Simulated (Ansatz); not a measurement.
**Response to strain in NiSi2**

Start from NiSi₂ (space group Fm-3m, No. 225; not spin-polarised; relaxed with 0.1 eV smearing).

```xyz
3
Lattice="0.0000 2.7227 2.7227 2.7227 0.0000 2.7227 2.7227 2.7227 0.0000" Properties=species:S:1:pos:R:3 pbc="T T T"
Ni     0.0000     0.0000     0.0000
Si     1.3614     1.3614     1.3614
Si     4.0841     4.0841     4.0841
```

Strains are applied to the cell and any free atomic positions relax.

Method: PBE (Ansatz, an electronic-structure program; PAW; 420 eV plane waves; without spin-orbit coupling), earlier PAW set.

Notes on the quantities. energy relative to the base: free energy F.

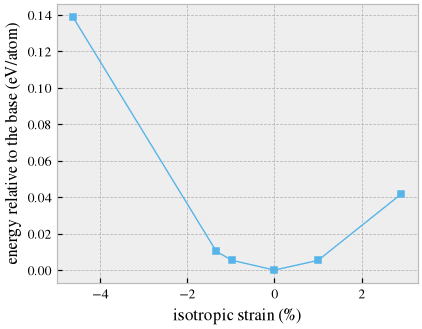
Figure: Energy relative to the base against isotropic strain

Problem. From the plot, what is the energy relative to the base for isotropic strain −4.62 %?

Solution. About 0.14 eV/atom.

Problem. Is the trend monotonic over the range shown?

Solution. No, it turns within the range, spanning 0 meV/atom to +139 meV/atom.

No phonon test of stability was made. Starting moments died away, wholly or in part, for the base; another magnetic solution may exist. All final runs are without spin polarisation.
